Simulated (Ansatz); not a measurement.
## C4H10OSi: geometry relaxation (part 1 of 2)

- system: C4H10OSi, SMILES C=CC(C)(O)[SiH3]
- method: RKS PBE0/cc-pVDZ (Ansatz 0.2.0)

It belongs to a series of runs on one base structure; here: end point A relaxed.

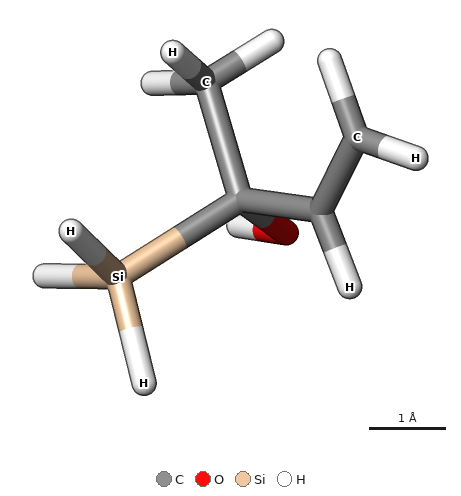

Fig. 1: The structure as given in the input (stick view, seen at a tilt). Bond lengths as drawn: C–C 1.40 to 1.65 Å, C–H 1.06 to 1.08 Å, C–O 1.42 Å, C–Si 2.00 Å, H–O 0.99 Å and H–Si 1.48 to 1.51 Å.

**Key numbers**

```csv
quantity,value
outcome,converged
total energy,−14224.1106 eV
mean-field energy,−14224.1106 eV
largest force (length of the vector) at the end,0.014 eV/Å
hardware,"2 threads of Intel Xeon @ 2.50GHz (Skylake/Cascade Lake), 16 GiB of memory available, shared host"
wall time,87 s (CPU time 2.8 min)
peak memory,0.41 GiB
```

**The input**
```yaml
crystal:
  periodic: [false, false, false]
  atoms:
    - { symbol: C, position_ang: [0.1403, -2.1654, -0.8654] }
    - { symbol: C, position_ang: [-0.685, -1.0918, -0.5077] }
    - { symbol: C, position_ang: [-0.285, 0.3347, -0.1948] }
    - { symbol: C, position_ang: [1.2947, 0.6527, -0.5299] }
    - { symbol: O, position_ang: [-1.06, 1.151, -1.0657] }
    - { symbol: Si, position_ang: [-0.5731, 0.7058, 1.7466] }
    - { symbol: H, position_ang: [-0.3271, -3.0833, -1.0977] }
    - { symbol: H, position_ang: [1.2072, -2.025, -0.9844] }
    - { symbol: H, position_ang: [-1.7529, -1.2493, -0.4135] }
    - { symbol: H, position_ang: [1.9259, 0.0425, 0.0851] }
    - { symbol: H, position_ang: [1.4418, 1.6999, -0.3263] }
    - { symbol: H, position_ang: [1.4371, 0.4748, -1.5741] }
    - { symbol: H, position_ang: [-0.8302, 2.1081, -0.943] }
    - { symbol: H, position_ang: [-0.3401, 2.1473, 2.0115] }
    - { symbol: H, position_ang: [0.36, -0.1357, 2.5796] }
    - { symbol: H, position_ang: [-1.9766, 0.411, 2.124] }
basis:
  gaussian: { orbitals: cc-pVDZ }
hamiltonian:
  xc: pbe0
relax:
  f_tol: 0.015
  max_steps: 40
```

Run as:
```bash
ansatz run input.yaml --threads 2 --pin off --max-ram 3072MiB --backend cpu --events-out ev --progress --plain --runs-dir out
```

**Output**
```
The last accepted step is kept in [file] (removed where the run ends without a failure and the disk answers)
Engine: ansatz 0.2.0, x86_64-unknown-linux-gnu
Functional definition: PBE0
  parameter a = 0.25
  parameter kappa = 0.804
  parameter beta = 0.06672455060314922
  exchange = (1 - a)*pbe_x(kappa = kappa, mu = beta*pi^2/3) + a*exact_x
  correlation = pbe_c(beta = beta)
1485 factors; integrals over basis functions are off by at most 4.4e-4 eV
mean field evaluation 1: about -14216.7113 eV, gradient 5.4e1 eV
mean field evaluation 2: about -14214.5463 eV, gradient 6.3e1 eV
mean field evaluation 4: about -14223.5186 eV, gradient 2.9e0 eV
mean field evaluation 8: about -14223.5942 eV, gradient 9.9e-2 eV
mean field evaluation 16: about -14223.5942 eV, gradient 3.4e-5 eV
mean field -14223.59419199 eV, -522.7074454571 hartree, gradient 3.4e-5 eV, S^2 0.000000; 0 other end points of the search recorded, 0 dependent functions left out
the calculation of the forces begins
reference -14223.59422325 eV, -522.7074466060 hartree; 28, 28 occupied and 110, 110 virtual orbitals, 1485 factors
relax step   1: F+E_penalty+E_count = -14223.59419199 eV  Δ(F+E_penalty+E_count) = +0.000e0 eV  max|allowed force component| = 4.116e0 eV/Å  Δτ_max = 0.0000 Å  (27 SCF iters, accepted)
these checks for a lower state are left out or cut short: starts, cluster_reference, orbital_swaps, neighbouring_geometries, increment
1485 factors; integrals over basis functions are off by at most 4.9e-4 eV
mean field -14223.99311436 eV, -522.7221055837 hartree, gradient 8.9e-6 eV, S^2 0.000000; 0 other end points of the search recorded, 0 dependent functions left out
[... from here on the field's lines of each further geometry are left out, up to the last ...]
relax step   2: F+E_penalty+E_count = -14223.99311436 eV  Δ(F+E_penalty+E_count) = -3.989e-1 eV  max|allowed force component| = 1.755e0 eV/Å  Δτ_max = 0.1670 Å  (29 SCF iters, accepted)
relax step   3: F+E_penalty+E_count = -14224.03173188 eV  Δ(F+E_penalty+E_count) = -3.862e-2 eV  max|allowed force component| = 1.170e0 eV/Å  Δτ_max = 0.1385 Å  (28 SCF iters, accepted)
relax step   4: F+E_penalty+E_count = -14224.07179206 eV  Δ(F+E_penalty+E_count) = -4.006e-2 eV  max|allowed force component| = 7.422e-1 eV/Å  Δτ_max = 0.2000 Å  (29 SCF iters, accepted)
relax step   5: F+E_penalty+E_count = -14224.04946147 eV  Δ(F+E_penalty+E_count) = +2.233e-2 eV  max|allowed force component| = 6.301e-1 eV/Å  Δτ_max = 0.2000 Å  (30 SCF iters, rejected (line search))
relax step   6: F+E_penalty+E_count = -14224.10145847 eV  Δ(F+E_penalty+E_count) = -2.967e-2 eV  max|allowed force component| = 2.586e-1 eV/Å  Δτ_max = 0.1000 Å  (29 SCF iters, accepted)
relax step   7: F+E_penalty+E_count = -14224.10435125 eV  Δ(F+E_penalty+E_count) = -2.893e-3 eV  max|allowed force component| = 1.116e-1 eV/Å  Δτ_max = 0.0890 Å  (28 SCF iters, accepted)
relax step   8: F+E_penalty+E_count = -14224.10939048 eV  Δ(F+E_penalty+E_count) = -5.039e-3 eV  max|allowed force component| = 5.511e-2 eV/Å  Δτ_max = 0.0448 Å  (29 SCF iters, accepted)
relax step   9: F+E_penalty+E_count = -14224.10988203 eV  Δ(F+E_penalty+E_count) = -4.916e-4 eV  max|allowed force component| = 3.053e-2 eV/Å  Δτ_max = 0.0094 Å  (24 SCF iters, accepted)
relax step  10: F+E_penalty+E_count = -14224.11026091 eV  Δ(F+E_penalty+E_count) = -3.789e-4 eV  max|allowed force component| = 1.991e-2 eV/Å  Δτ_max = 0.0164 Å  (31 SCF iters, accepted)
relax step  11: F+E_penalty+E_count = -14224.11042487 eV  Δ(F+E_penalty+E_count) = -1.640e-4 eV  max|allowed force component| = 1.940e-2 eV/Å  Δτ_max = 0.0160 Å  (30 SCF iters, accepted)
relax step  12: F+E_penalty+E_count = -14224.11049920 eV  Δ(F+E_penalty+E_count) = -7.432e-5 eV  max|allowed force component| = 1.903e-2 eV/Å  Δτ_max = 0.0173 Å  (31 SCF iters, accepted)
the calculation of the forces begins
reference -14224.11056730 eV, -522.7264219000 hartree; 28, 28 occupied and 110, 110 virtual orbitals, 1485 factors
relax step  13: F+E_penalty+E_count = -14224.11053671 eV  Δ(F+E_penalty+E_count) = -3.751e-5 eV  max|allowed force component| = 1.176e-2 eV/Å  Δτ_max = 0.0109 Å  (24 SCF iters, accepted)
```

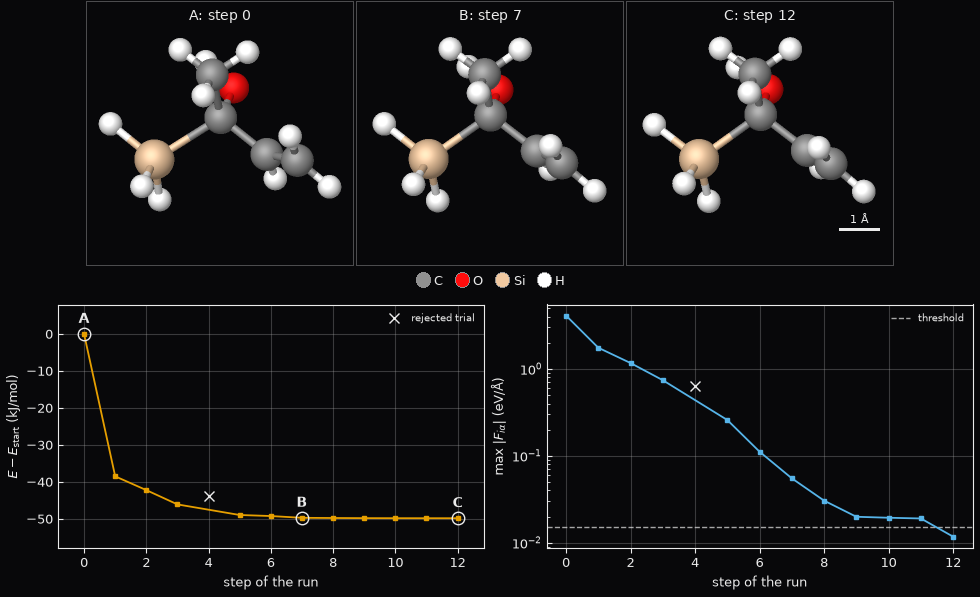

Fig. 2: Frames of the relaxation (ball-and-stick view, seen at a tilt) above the curves, on which the letters mark them (the first geometry is step 0 here and step 1 in the log).

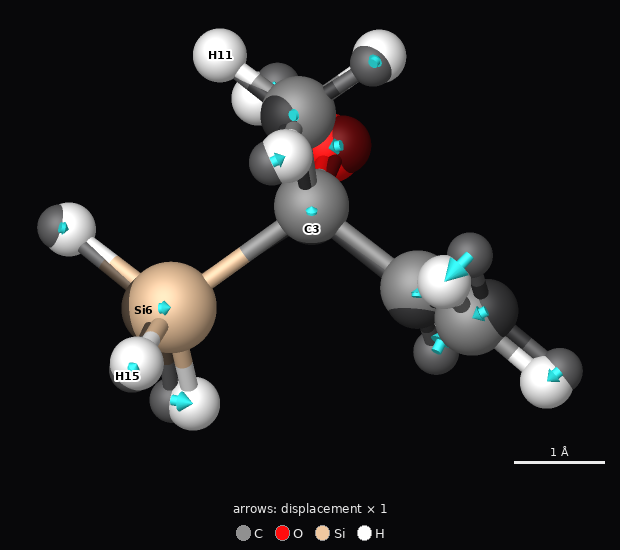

Fig. 3: Start (faint) and end (solid) with the displacements as teal arrows, at true length (ball-and-stick view, seen at a tilt). The two geometries are laid on each other by the best rigid fit. After 12 geometry steps the energy has fallen by 49.8 kJ/mol. Largest force component: 4.1 eV/Å at the start, 0.012 eV/Å at the end. The line search rejected the trial step at point 4 (counted from 0) and went back. The largest move after the best rigid fit is that of H8, 0.42 Å. By element the largest moves are H 0.42 Å, C 0.18 Å, O 0.16 Å, Si 0.13 Å. Among the contacts that change: C3–C4 1.646 → 1.522 Å, C1–C2 1.401 → 1.335 Å, C3–Si6 1.997 → 1.934 Å, C1–H7 1.056 → 1.092 Å. Among the angles that change: O5–C3–Si6 114.2° → 107.1°, H7–C1–H8 121.7° → 116.9°, C4–C3–Si6 107.5° → 112.0°. (Atoms are counted from 1 in the order of the input.)

```
1485 factors; integrals over basis functions are off by at most 4.6e-4 eV
mean field -14224.11053671 eV, -522.7264207756 hartree, gradient 1.1e-5 eV, S^2 0.000000; 1 other end points of the search recorded, 0 dependent functions left out
the calculation of the forces begins
reference -14224.11056730 eV, -522.7264219000 hartree; 28, 28 occupied and 110, 110 virtual orbitals, 1485 factors
Total energy: -14224.11056730 eV, -522.7264219000 hartree
Atom 0 at     0.105101    -2.110250    -0.693503 Å, force    -0.007172     0.002463     0.011755 eV/Å
Atom 1 at    -0.660497    -1.022537    -0.577410 Å, force     0.000702    -0.002729    -0.003318 eV/Å
Atom 2 at    -0.211597     0.366083    -0.235319 Å, force     0.000227    -0.008545     0.001821 eV/Å
Atom 3 at     1.236306     0.656185    -0.605583 Å, force     0.003181     0.002870     0.000249 eV/Å
Atom 4 at    -1.103699     1.242232    -0.938184 Å, force    -0.004672     0.008921     0.002536 eV/Å
Atom 5 at    -0.540409     0.617259     1.653782 Å, force    -0.000139     0.005028    -0.006430 eV/Å
Atom 6 at    -0.339598    -3.083843    -0.909077 Å, force     0.002499     0.000772    -0.001346 eV/Å
Atom 7 at     1.190766    -2.079283    -0.571972 Å, force     0.001306     0.000058    -0.006611 eV/Å
Atom 8 at    -1.745593    -1.105315    -0.707381 Å, force     0.003718     0.000077    -0.003926 eV/Å
Atom 9 at     1.937343    -0.006067    -0.076024 Å, force    -0.000722     0.000261    -0.000786 eV/Å
Atom 10 at     1.506167     1.692512    -0.344352 Å, force     0.001829    -0.000176    -0.000552 eV/Å
Atom 11 at     1.376811     0.523821    -1.690274 Å, force    -0.001566    -0.000235     0.002011 eV/Å
Atom 12 at    -0.870117     2.146911    -0.692339 Å, force     0.001707    -0.008792    -0.002057 eV/Å
Atom 13 at    -0.395833     2.087683     1.945160 Å, force    -0.000818    -0.001261     0.004357 eV/Å
Atom 14 at     0.431619    -0.147400     2.503441 Å, force    -0.001729     0.000376    -0.000066 eV/Å
Atom 15 at    -1.939770     0.199307     1.983335 Å, force     0.001649     0.000911     0.002363 eV/Å
Dipole moment:     0.224642     0.105202     0.057513 e Å
```

**Trajectory as extended XYZ (Å, eV, eV/Å), 13 frames, from step=1 to step=13**
```
16
Properties=species:S:1:pos:R:3:forces:R:3 step=1 energy=-14223.59419
C     0.1403   -2.1654   -0.8654   -1.8908   4.1156   1.0784
C    -0.6850   -1.0918   -0.5077    2.3252  -1.7287  -0.5242
C    -0.2850    0.3347   -0.1948    2.4564   0.3457  -0.2692
C     1.2947    0.6527   -0.5299   -3.2332  -0.6229   0.9717
O    -1.0600    1.1510   -1.0657   -0.2692   0.9964   0.2793
Si   -0.5731    0.7058    1.7466    0.1598  -0.5247  -0.9370
H    -0.3271   -3.0833   -1.0977   -0.3829  -1.3453  -0.1972
H     1.2072   -2.0250   -0.9844    0.3122  -0.1282  -0.0105
H    -1.7529   -1.2493   -0.4135   -0.4623  -0.1978  -0.1192
H     1.9259    0.0425    0.0851    0.7704  -0.4486   0.4613
H     1.4418    1.6999   -0.3263    0.3227   0.7780   0.2344
H     1.4371    0.4748   -1.5741    0.2438  -0.2930  -1.0640
H    -0.8302    2.1081   -0.9430   -0.1413  -1.2901   0.1014
H    -0.3401    2.1473    2.0115    0.1399   0.3291   0.0147
H     0.3600   -0.1357    2.5796   -0.0673   0.1236  -0.0933
H    -1.9766    0.4110    2.1240   -0.2833  -0.1089   0.0734
16
Properties=species:S:1:pos:R:3:forces:R:3 step=2 energy=-14223.99311
C     0.1265   -2.0855   -0.8732   -0.4289   0.2466   0.9531
C    -0.6718   -1.0562   -0.5307    0.4913  -0.2387  -0.4362
C    -0.2393    0.3483   -0.2231    0.8139  -0.0062   0.2442
C     1.2801    0.6278   -0.5375   -1.7546  -0.0240   0.1770
O    -1.1099    1.1827   -0.9888    0.1556   0.5018  -0.0050
Si   -0.5748    0.6719    1.6776    0.2006  -0.2318  -0.3599
H    -0.3122   -3.0910   -0.9386    0.2227   0.1849  -0.3179
H     1.2187   -1.9857   -0.8709   -0.1599  -0.1061  -0.1941
H    -1.7572   -1.2066   -0.5078   -0.0027   0.0239   0.0674
H     1.9408   -0.0074    0.0569    0.1501  -0.0994   0.0823
H     1.4872    1.6806   -0.3136    0.1824   0.1325   0.0324
H     1.4245    0.4552   -1.6054    0.2330  -0.0612  -0.2990
H    -0.9045    2.1157   -0.7936   -0.0179  -0.4657   0.0007
H    -0.3113    2.1244    1.9344   -0.0207   0.1146   0.0263
H     0.3678   -0.1503    2.5066   -0.0245   0.0310   0.0603
H    -1.9875    0.3533    2.0520   -0.0404  -0.0022  -0.0317
16
Properties=species:S:1:pos:R:3:forces:R:3 step=3 energy=-14224.03173
C     0.1389   -2.0931   -0.7355   -0.2799  -1.1699  -1.0856
C    -0.6580   -1.0495   -0.5153   -0.1909   0.0685   0.0610
C    -0.2241    0.3505   -0.2213    0.0147   0.0507   0.3254
C     1.2382    0.6256   -0.5502   -0.1666   0.1115  -0.1042
O    -1.1019    1.1966   -0.9708   -0.0286   0.0224  -0.0665
Si   -0.5596    0.6630    1.6584    0.0185   0.0242   0.0166
H    -0.3230   -3.0783   -1.0560    0.6382   1.0005   0.6639
H     1.2320   -1.9981   -0.8298   -0.2902  -0.1116   0.2097
H    -1.7478   -1.1944   -0.5183    0.1145   0.0802  -0.0415
H     1.9137   -0.0111    0.0430    0.0036   0.0583  -0.0714
H     1.4817    1.6807   -0.3292    0.0463  -0.1196  -0.0370
H     1.4052    0.4436   -1.6264    0.0884   0.0194   0.0869
H    -0.8956    2.1137   -0.7458    0.0377  -0.0477   0.0295
H    -0.3139    2.1269    1.9129   -0.0394   0.0077   0.0171
H     0.3724   -0.1381    2.5176   -0.0040  -0.0009   0.0289
H    -1.9811    0.3393    2.0110    0.0379   0.0061  -0.0328
```
